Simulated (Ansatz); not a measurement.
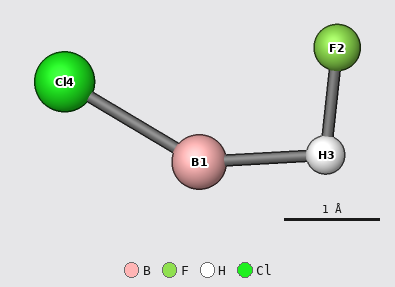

Fig. 1: The structure as given in the input (ball-and-stick view, seen at a tilt; atoms are numbered from 1 in the order of the input). Bond lengths as drawn: B–Cl 1.68 Å, B–H 1.37 Å and F–H 1.14 Å.

Molecular dynamics, with input and output: BHClF (part 1 of 3)

System: BHClF.
Method: RKS CAM-B3LYP/def2-TZVP (Ansatz 0.2.0).

It belongs to a series of runs on one base structure; here: dynamics from the highest image of the converged band. Figures and captions count atoms from 1; the log counts them from 0 in places.

## Input file
```yaml
crystal:
  periodic: [false, false, false]
  atoms:
    - { symbol: B, position_ang: [0.150418, 4.0e-06, -0.54616] }
    - { symbol: F, position_ang: [0.767589, -2.0e-06, 1.286036] }
    - { symbol: H, position_ang: [1.262289, 0.0, 0.258141] }
    - { symbol: Cl, position_ang: [-1.524295, -1.0e-06, -0.619316] }
basis:
  gaussian: { orbitals: def2-TZVP }
hamiltonian:
  xc: cam_b3lyp
md:
  timestep: 0.5
  n_steps: 200
  ensemble: nve
  temperature: 100.0
  initial_velocities: maxwell_boltzmann
  seed: 7943
```

Launch command:
```bash
ansatz run input.yaml --threads 4 --pin off --max-ram 5120MiB --backend cpu --events-out ev --progress --plain --runs-dir out
```

## Output
```
Engine: ansatz 0.2.0, aarch64-unknown-linux-gnu
Functional definition: CAM-B3LYP
  parameter alpha = 0.19
  parameter beta = 0.46
  parameter omega = 0.33/bohr
  parameter ac = 0.81
  exchange = (1 - alpha - beta)*b88_x + beta*b88_x_sr(omega) + alpha*exact_x + beta*exact_x_lr(omega)
  correlation = (1 - ac)*vwn5_c + ac*lyp_c
632 factors; their error is unknown
171 factors; integrals over basis functions are off by at most 1.0e-5 eV
mean field evaluation 1: about -15928.5496 eV, gradient 3.7e1 eV
mean field evaluation 2: about -15921.8686 eV, gradient 7.8e1 eV
mean field evaluation 4: about -15930.8755 eV, gradient 1.4e0 eV
mean field evaluation 8: about -15930.8800 eV, gradient 3.8e-2 eV
mean field evaluation 16: about -15930.9151 eV, gradient 2.2e-5 eV
mean field -15930.91511934 eV, -585.4503322737 hartree, gradient 2.2e-5 eV, S^2 0.000000; 0 other end points of the search recorded, 0 dependent functions left out
the calculation of the forces begins
reference -15930.91521900 eV, -585.4503359360 hartree; 16, 16 occupied and 89, 89 virtual orbitals, 632 factors
md step     0: t =     0.00 fs  T =   100.0 K  F+E_penalty+E_count = -15930.91511934 eV  E_kin = 0.025852 eV  conserved = -15930.88926734 eV  (29 SCF iters)
these checks for a lower state are left out or cut short: starts, cluster_reference, orbital_swaps, neighbouring_geometries, increment
632 factors; their error is unknown
171 factors; integrals over basis functions are off by at most 1.0e-5 eV
mean field -15930.91526163 eV, -585.4503375027 hartree, gradient 9.3e-6 eV, S^2 0.000000; 0 other end points of the search recorded, 0 dependent functions left out
the calculation of the forces begins
reference -15930.91536133 eV, -585.4503411666 hartree; 16, 16 occupied and 89, 89 virtual orbitals, 632 factors
md step     1: t =     0.50 fs  T =   100.5 K  F+E_penalty+E_count = -15930.91526163 eV  E_kin = 0.025991 eV  conserved = -15930.88927062 eV  (33 SCF iters)
[... from here on the SCF iterations and repeated set-up lines of each step are left out, up to the last step ...]
md step     2: t =     1.00 fs  T =   102.8 K  F+E_penalty+E_count = -15930.91584759 eV  E_kin = 0.026576 eV  conserved = -15930.88927207 eV  (33 SCF iters)
md step     3: t =     1.50 fs  T =   106.8 K  F+E_penalty+E_count = -15930.91687470 eV  E_kin = 0.027602 eV  conserved = -15930.88927222 eV  (33 SCF iters)
md step     4: t =     2.00 fs  T =   112.5 K  F+E_penalty+E_count = -15930.91836497 eV  E_kin = 0.029093 eV  conserved = -15930.88927154 eV  (33 SCF iters)
md step     5: t =     2.50 fs  T =   120.2 K  F+E_penalty+E_count = -15930.92035648 eV  E_kin = 0.031086 eV  conserved = -15930.88927057 eV  (32 SCF iters)
md step     6: t =     3.00 fs  T =   130.1 K  F+E_penalty+E_count = -15930.92289447 eV  E_kin = 0.033624 eV  conserved = -15930.88927022 eV  (32 SCF iters)
md step     7: t =     3.50 fs  T =   142.2 K  F+E_penalty+E_count = -15930.92602110 eV  E_kin = 0.036750 eV  conserved = -15930.88927093 eV  (32 SCF iters)
md step     8: t =     4.00 fs  T =   156.6 K  F+E_penalty+E_count = -15930.92976733 eV  E_kin = 0.040494 eV  conserved = -15930.88927311 eV  (32 SCF iters)
md step     9: t =     4.50 fs  T =   173.6 K  F+E_penalty+E_count = -15930.93414642 eV  E_kin = 0.044870 eV  conserved = -15930.88927692 eV  (32 SCF iters)
md step    10: t =     5.00 fs  T =   192.9 K  F+E_penalty+E_count = -15930.93915111 eV  E_kin = 0.049869 eV  conserved = -15930.88928216 eV  (32 SCF iters)
md step    11: t =     5.50 fs  T =   214.6 K  F+E_penalty+E_count = -15930.94475583 eV  E_kin = 0.055468 eV  conserved = -15930.88928821 eV  (32 SCF iters)
md step    12: t =     6.00 fs  T =   238.4 K  F+E_penalty+E_count = -15930.95092456 eV  E_kin = 0.061630 eV  conserved = -15930.88929407 eV  (32 SCF iters)
md step    13: t =     6.50 fs  T =   264.3 K  F+E_penalty+E_count = -15930.95762325 eV  E_kin = 0.068325 eV  conserved = -15930.88929874 eV  (32 SCF iters)
md step    14: t =     7.00 fs  T =   292.2 K  F+E_penalty+E_count = -15930.96483290 eV  E_kin = 0.075532 eV  conserved = -15930.88930120 eV  (32 SCF iters)
md step    15: t =     7.50 fs  T =   322.1 K  F+E_penalty+E_count = -15930.97255866 eV  E_kin = 0.083257 eV  conserved = -15930.88930157 eV  (32 SCF iters)
md step    16: t =     8.00 fs  T =   354.0 K  F+E_penalty+E_count = -15930.98082571 eV  E_kin = 0.091525 eV  conserved = -15930.88930098 eV  (32 SCF iters)
md step    17: t =     8.50 fs  T =   388.2 K  F+E_penalty+E_count = -15930.98965914 eV  E_kin = 0.100358 eV  conserved = -15930.88930157 eV  (32 SCF iters)
md step    18: t =     9.00 fs  T =   424.5 K  F+E_penalty+E_count = -15930.99905018 eV  E_kin = 0.109744 eV  conserved = -15930.88930607 eV  (28 SCF iters)
md step    19: t =     9.50 fs  T =   462.6 K  F+E_penalty+E_count = -15931.00891949 eV  E_kin = 0.119604 eV  conserved = -15930.88931587 eV  (32 SCF iters)
md step    20: t =    10.00 fs  T =   502.0 K  F+E_penalty+E_count = -15931.01909917 eV  E_kin = 0.129769 eV  conserved = -15930.88933034 eV  (31 SCF iters)
md step    21: t =    10.50 fs  T =   541.6 K  F+E_penalty+E_count = -15931.02934855 eV  E_kin = 0.140002 eV  conserved = -15930.88934619 eV  (31 SCF iters)
md step    22: t =    11.00 fs  T =   580.4 K  F+E_penalty+E_count = -15931.03940844 eV  E_kin = 0.150050 eV  conserved = -15930.88935860 eV  (32 SCF iters)
md step    23: t =    11.50 fs  T =   617.8 K  F+E_penalty+E_count = -15931.04907799 eV  E_kin = 0.159715 eV  conserved = -15930.88936309 eV  (31 SCF iters)
md step    24: t =    12.00 fs  T =   653.4 K  F+E_penalty+E_count = -15931.05828446 eV  E_kin = 0.168927 eV  conserved = -15930.88935752 eV  (32 SCF iters)
md step    25: t =    12.50 fs  T =   687.7 K  F+E_penalty+E_count = -15931.06711546 eV  E_kin = 0.177772 eV  conserved = -15930.88934328 eV  (32 SCF iters)
md step    26: t =    13.00 fs  T =   721.3 K  F+E_penalty+E_count = -15931.07579590 eV  E_kin = 0.186471 eV  conserved = -15930.88932520 eV  (32 SCF iters)
md step    27: t =    13.50 fs  T =   755.5 K  F+E_penalty+E_count = -15931.08461207 eV  E_kin = 0.195302 eV  conserved = -15930.88930981 eV  (31 SCF iters)
md step    28: t =    14.00 fs  T =   791.1 K  F+E_penalty+E_count = -15931.09380644 eV  E_kin = 0.204503 eV  conserved = -15930.88930360 eV  (31 SCF iters)
md step    29: t =    14.50 fs  T =   828.4 K  F+E_penalty+E_count = -15931.10347644 eV  E_kin = 0.214166 eV  conserved = -15930.88931041 eV  (31 SCF iters)
md step    30: t =    15.00 fs  T =   867.2 K  F+E_penalty+E_count = -15931.11351627 eV  E_kin = 0.224187 eV  conserved = -15930.88932937 eV  (31 SCF iters)
md step    31: t =    15.50 fs  T =   906.2 K  F+E_penalty+E_count = -15931.12363164 eV  E_kin = 0.234277 eV  conserved = -15930.88935435 eV  (31 SCF iters)
md step    32: t =    16.00 fs  T =   944.1 K  F+E_penalty+E_count = -15931.13343690 eV  E_kin = 0.244062 eV  conserved = -15930.88937523 eV  (31 SCF iters)
md step    33: t =    16.50 fs  T =   979.5 K  F+E_penalty+E_count = -15931.14261183 eV  E_kin = 0.253230 eV  conserved = -15930.88938181 eV  (31 SCF iters)
md step    34: t =    17.00 fs  T =  1012.2 K  F+E_penalty+E_count = -15931.15105616 eV  E_kin = 0.261687 eV  conserved = -15930.88936935 eV  (31 SCF iters)
md step    35: t =    17.50 fs  T =  1042.9 K  F+E_penalty+E_count = -15931.15895829 eV  E_kin = 0.269615 eV  conserved = -15930.88934286 eV  (31 SCF iters)
md step    36: t =    18.00 fs  T =  1073.0 K  F+E_penalty+E_count = -15931.16671552 eV  E_kin = 0.277399 eV  conserved = -15930.88931645 eV  (27 SCF iters)
md step    37: t =    18.50 fs  T =  1104.0 K  F+E_penalty+E_count = -15931.17471982 eV  E_kin = 0.285414 eV  conserved = -15930.88930611 eV  (30 SCF iters)
md step    38: t =    19.00 fs  T =  1136.5 K  F+E_penalty+E_count = -15931.18311906 eV  E_kin = 0.293799 eV  conserved = -15930.88931968 eV  (31 SCF iters)
md step    39: t =    19.50 fs  T =  1169.5 K  F+E_penalty+E_count = -15931.19170275 eV  E_kin = 0.302352 eV  conserved = -15930.88935107 eV  (31 SCF iters)
md step    40: t =    20.00 fs  T =  1201.5 K  F+E_penalty+E_count = -15931.19999643 eV  E_kin = 0.310613 eV  conserved = -15930.88938363 eV  (31 SCF iters)
md step    41: t =    20.50 fs  T =  1230.5 K  F+E_penalty+E_count = -15931.20751357 eV  E_kin = 0.318113 eV  conserved = -15930.88940039 eV  (31 SCF iters)
md step    42: t =    21.00 fs  T =  1255.7 K  F+E_penalty+E_count = -15931.21401315 eV  E_kin = 0.324620 eV  conserved = -15930.88939352 eV  (32 SCF iters)
md step    43: t =    21.50 fs  T =  1277.5 K  F+E_penalty+E_count = -15931.21961792 eV  E_kin = 0.330250 eV  conserved = -15930.88936779 eV  (32 SCF iters)
md step    44: t =    22.00 fs  T =  1297.4 K  F+E_penalty+E_count = -15931.22474077 eV  E_kin = 0.335404 eV  conserved = -15930.88933682 eV  (32 SCF iters)
md step    45: t =    22.50 fs  T =  1317.3 K  F+E_penalty+E_count = -15931.22987237 eV  E_kin = 0.340556 eV  conserved = -15930.88931602 eV  (32 SCF iters)
md step    46: t =    23.00 fs  T =  1338.5 K  F+E_penalty+E_count = -15931.23533906 eV  E_kin = 0.346023 eV  conserved = -15930.88931585 eV  (31 SCF iters)
md step    47: t =    23.50 fs  T =  1360.8 K  F+E_penalty+E_count = -15931.24113978 eV  E_kin = 0.351802 eV  conserved = -15930.88933728 eV  (31 SCF iters)
md step    48: t =    24.00 fs  T =  1383.1 K  F+E_penalty+E_count = -15931.24693279 eV  E_kin = 0.357562 eV  conserved = -15930.88937097 eV  (32 SCF iters)
md step    49: t =    24.50 fs  T =  1403.3 K  F+E_penalty+E_count = -15931.25218495 eV  E_kin = 0.362785 eV  conserved = -15930.88940044 eV  (32 SCF iters)
md step    50: t =    25.00 fs  T =  1419.7 K  F+E_penalty+E_count = -15931.25643036 eV  E_kin = 0.367021 eV  conserved = -15930.88940935 eV  (32 SCF iters)
md step    51: t =    25.50 fs  T =  1431.7 K  F+E_penalty+E_count = -15931.25952363 eV  E_kin = 0.370133 eV  conserved = -15930.88939039 eV  (32 SCF iters)
md step    52: t =    26.00 fs  T =  1440.5 K  F+E_penalty+E_count = -15931.26174789 eV  E_kin = 0.372396 eV  conserved = -15930.88935173 eV  (32 SCF iters)
md step    53: t =    26.50 fs  T =  1448.1 K  F+E_penalty+E_count = -15931.26368662 eV  E_kin = 0.374372 eV  conserved = -15930.88931444 eV  (31 SCF iters)
md step    54: t =    27.00 fs  T =  1456.8 K  F+E_penalty+E_count = -15931.26590174 eV  E_kin = 0.376601 eV  conserved = -15930.88930036 eV  (27 SCF iters)
md step    55: t =    27.50 fs  T =  1467.1 K  F+E_penalty+E_count = -15931.26860351 eV  E_kin = 0.379286 eV  conserved = -15930.88931753 eV  (33 SCF iters)
md step    56: t =    28.00 fs  T =  1478.3 K  F+E_penalty+E_count = -15931.27153053 eV  E_kin = 0.382176 eV  conserved = -15930.88935424 eV  (34 SCF iters)
md step    57: t =    28.50 fs  T =  1488.2 K  F+E_penalty+E_count = -15931.27412597 eV  E_kin = 0.384739 eV  conserved = -15930.88938718 eV  (32 SCF iters)
md step    58: t =    29.00 fs  T =  1495.0 K  F+E_penalty+E_count = -15931.27589036 eV  E_kin = 0.386494 eV  conserved = -15930.88939668 eV  (32 SCF iters)
md step    59: t =    29.50 fs  T =  1498.2 K  F+E_penalty+E_count = -15931.27668223 eV  E_kin = 0.387304 eV  conserved = -15930.88937787 eV  (32 SCF iters)
md step    60: t =    30.00 fs  T =  1498.7 K  F+E_penalty+E_count = -15931.27679586 eV  E_kin = 0.387454 eV  conserved = -15930.88934140 eV  (32 SCF iters)
md step    61: t =    30.50 fs  T =  1498.9 K  F+E_penalty+E_count = -15931.27679951 eV  E_kin = 0.387494 eV  conserved = -15930.88930601 eV  (32 SCF iters)
md step    62: t =    31.00 fs  T =  1500.7 K  F+E_penalty+E_count = -15931.27724481 eV  E_kin = 0.387956 eV  conserved = -15930.88928876 eV  (33 SCF iters)
md step    63: t =    31.50 fs  T =  1505.1 K  F+E_penalty+E_count = -15931.27839968 eV  E_kin = 0.389102 eV  conserved = -15930.88929748 eV  (32 SCF iters)
md step    64: t =    32.00 fs  T =  1511.7 K  F+E_penalty+E_count = -15931.28012553 eV  E_kin = 0.390798 eV  conserved = -15930.88932753 eV  (32 SCF iters)
md step    65: t =    32.50 fs  T =  1518.6 K  F+E_penalty+E_count = -15931.28195107 eV  E_kin = 0.392588 eV  conserved = -15930.88936351 eV  (32 SCF iters)
md step    66: t =    33.00 fs  T =  1523.8 K  F+E_penalty+E_count = -15931.28331526 eV  E_kin = 0.393930 eV  conserved = -15930.88938562 eV  (32 SCF iters)
md step    67: t =    33.50 fs  T =  1526.0 K  F+E_penalty+E_count = -15931.28387518 eV  E_kin = 0.394496 eV  conserved = -15930.88937968 eV  (32 SCF iters)
md step    68: t =    34.00 fs  T =  1525.5 K  F+E_penalty+E_count = -15931.28372185 eV  E_kin = 0.394375 eV  conserved = -15930.88934644 eV  (32 SCF iters)
md step    69: t =    34.50 fs  T =  1524.3 K  F+E_penalty+E_count = -15931.28336368 eV  E_kin = 0.394060 eV  conserved = -15930.88930371 eV  (32 SCF iters)
md step    70: t =    35.00 fs  T =  1524.7 K  F+E_penalty+E_count = -15931.28345100 eV  E_kin = 0.394174 eV  conserved = -15930.88927702 eV  (32 SCF iters)
md step    71: t =    35.50 fs  T =  1528.3 K  F+E_penalty+E_count = -15931.28438749 eV  E_kin = 0.395104 eV  conserved = -15930.88928302 eV  (26 SCF iters)
md step    72: t =    36.00 fs  T =  1534.7 K  F+E_penalty+E_count = -15931.28607905 eV  E_kin = 0.396761 eV  conserved = -15930.88931758 eV  (32 SCF iters)
md step    73: t =    36.50 fs  T =  1542.0 K  F+E_penalty+E_count = -15931.28799583 eV  E_kin = 0.398637 eV  conserved = -15930.88935877 eV  (31 SCF iters)
md step    74: t =    37.00 fs  T =  1547.7 K  F+E_penalty+E_count = -15931.28950426 eV  E_kin = 0.400122 eV  conserved = -15930.88938195 eV  (32 SCF iters)
md step    75: t =    37.50 fs  T =  1550.6 K  F+E_penalty+E_count = -15931.29024307 eV  E_kin = 0.400868 eV  conserved = -15930.88937514 eV  (32 SCF iters)
md step    76: t =    38.00 fs  T =  1551.0 K  F+E_penalty+E_count = -15931.29031143 eV  E_kin = 0.400967 eV  conserved = -15930.88934405 eV  (32 SCF iters)
md step    77: t =    38.50 fs  T =  1550.7 K  F+E_penalty+E_count = -15931.29018507 eV  E_kin = 0.400878 eV  conserved = -15930.88930671 eV  (33 SCF iters)
md step    78: t =    39.00 fs  T =  1551.7 K  F+E_penalty+E_count = -15931.29043952 eV  E_kin = 0.401157 eV  conserved = -15930.88928289 eV  (33 SCF iters)
md step    79: t =    39.50 fs  T =  1555.6 K  F+E_penalty+E_count = -15931.29144176 eV  E_kin = 0.402157 eV  conserved = -15930.88928477 eV  (33 SCF iters)
md step    80: t =    40.00 fs  T =  1562.1 K  F+E_penalty+E_count = -15931.29315856 eV  E_kin = 0.403847 eV  conserved = -15930.88931191 eV  (33 SCF iters)
md step    81: t =    40.50 fs  T =  1569.8 K  F+E_penalty+E_count = -15931.29516397 eV  E_kin = 0.405813 eV  conserved = -15930.88935132 eV  (33 SCF iters)
md step    82: t =    41.00 fs  T =  1576.1 K  F+E_penalty+E_count = -15931.29684421 eV  E_kin = 0.407461 eV  conserved = -15930.88938276 eV  (33 SCF iters)
md step    83: t =    41.50 fs  T =  1579.5 K  F+E_penalty+E_count = -15931.29771325 eV  E_kin = 0.408325 eV  conserved = -15930.88938843 eV  (33 SCF iters)
md step    84: t =    42.00 fs  T =  1579.5 K  F+E_penalty+E_count = -15931.29768584 eV  E_kin = 0.408322 eV  conserved = -15930.88936356 eV  (33 SCF iters)
md step    85: t =    42.50 fs  T =  1577.5 K  F+E_penalty+E_count = -15931.29714531 eV  E_kin = 0.407824 eV  conserved = -15930.88932163 eV  (33 SCF iters)
md step    86: t =    43.00 fs  T =  1576.1 K  F+E_penalty+E_count = -15931.29673226 eV  E_kin = 0.407444 eV  conserved = -15930.88928823 eV  (33 SCF iters)
md step    87: t =    43.50 fs  T =  1576.9 K  F+E_penalty+E_count = -15931.29695324 eV  E_kin = 0.407668 eV  conserved = -15930.88928494 eV  (25 SCF iters)
md step    88: t =    44.00 fs  T =  1580.3 K  F+E_penalty+E_count = -15931.29785417 eV  E_kin = 0.408540 eV  conserved = -15930.88931409 eV  (33 SCF iters)
md step    89: t =    44.50 fs  T =  1584.5 K  F+E_penalty+E_count = -15931.29898502 eV  E_kin = 0.409628 eV  conserved = -15930.88935712 eV  (33 SCF iters)
md step    90: t =    45.00 fs  T =  1587.1 K  F+E_penalty+E_count = -15931.29968091 eV  E_kin = 0.410293 eV  conserved = -15930.88938763 eV  (33 SCF iters)
md step    91: t =    45.50 fs  T =  1586.2 K  F+E_penalty+E_count = -15931.29946431 eV  E_kin = 0.410076 eV  conserved = -15930.88938863 eV  (33 SCF iters)
md step    92: t =    46.00 fs  T =  1581.9 K  F+E_penalty+E_count = -15931.29830900 eV  E_kin = 0.408948 eV  conserved = -15930.88936127 eV  (33 SCF iters)
md step    93: t =    46.50 fs  T =  1575.5 K  F+E_penalty+E_count = -15931.29662827 eV  E_kin = 0.407307 eV  conserved = -15930.88932164 eV  (34 SCF iters)
md step    94: t =    47.00 fs  T =  1569.5 K  F+E_penalty+E_count = -15931.29502974 eV  E_kin = 0.405739 eV  conserved = -15930.88929055 eV  (34 SCF iters)
md step    95: t =    47.50 fs  T =  1565.5 K  F+E_penalty+E_count = -15931.29399153 eV  E_kin = 0.404708 eV  conserved = -15930.88928330 eV  (34 SCF iters)
md step    96: t =    48.00 fs  T =  1564.0 K  F+E_penalty+E_count = -15931.29362307 eV  E_kin = 0.404320 eV  conserved = -15930.88930295 eV  (33 SCF iters)
md step    97: t =    48.50 fs  T =  1563.8 K  F+E_penalty+E_count = -15931.29361638 eV  E_kin = 0.404277 eV  conserved = -15930.88933925 eV  (34 SCF iters)
md step    98: t =    49.00 fs  T =  1562.9 K  F+E_penalty+E_count = -15931.29340791 eV  E_kin = 0.404035 eV  conserved = -15930.88937271 eV  (33 SCF iters)
md step    99: t =    49.50 fs  T =  1559.3 K  F+E_penalty+E_count = -15931.29248295 eV  E_kin = 0.403099 eV  conserved = -15930.88938364 eV  (33 SCF iters)
md step   100: t =    50.00 fs  T =  1552.4 K  F+E_penalty+E_count = -15931.29067915 eV  E_kin = 0.401316 eV  conserved = -15930.88936318 eV  (33 SCF iters)
md step   101: t =    50.50 fs  T =  1543.4 K  F+E_penalty+E_count = -15931.28831730 eV  E_kin = 0.398997 eV  conserved = -15930.88932067 eV  (33 SCF iters)
md step   102: t =    51.00 fs  T =  1534.8 K  F+E_penalty+E_count = -15931.28605226 eV  E_kin = 0.396772 eV  conserved = -15930.88928045 eV  (33 SCF iters)
md step   103: t =    51.50 fs  T =  1528.8 K  F+E_penalty+E_count = -15931.28449935 eV  E_kin = 0.395232 eV  conserved = -15930.88926709 eV  (26 SCF iters)
md step   104: t =    52.00 fs  T =  1526.3 K  F+E_penalty+E_count = -15931.28386148 eV  E_kin = 0.394573 eV  conserved = -15930.88928843 eV  (33 SCF iters)
md step   105: t =    52.50 fs  T =  1525.9 K  F+E_penalty+E_count = -15931.28381080 eV  E_kin = 0.394481 eV  conserved = -15930.88932989 eV  (33 SCF iters)
md step   106: t =    53.00 fs  T =  1525.4 K  F+E_penalty+E_count = -15931.28370916 eV  E_kin = 0.394344 eV  conserved = -15930.88936498 eV  (32 SCF iters)
md step   107: t =    53.50 fs  T =  1522.7 K  F+E_penalty+E_count = -15931.28301105 eV  E_kin = 0.393638 eV  conserved = -15930.88937310 eV  (30 SCF iters)
md step   108: t =    54.00 fs  T =  1517.2 K  F+E_penalty+E_count = -15931.28158170 eV  E_kin = 0.392231 eV  conserved = -15930.88935116 eV  (31 SCF iters)
md step   109: t =    54.50 fs  T =  1510.3 K  F+E_penalty+E_count = -15931.27975101 eV  E_kin = 0.390438 eV  conserved = -15930.88931279 eV  (31 SCF iters)
```
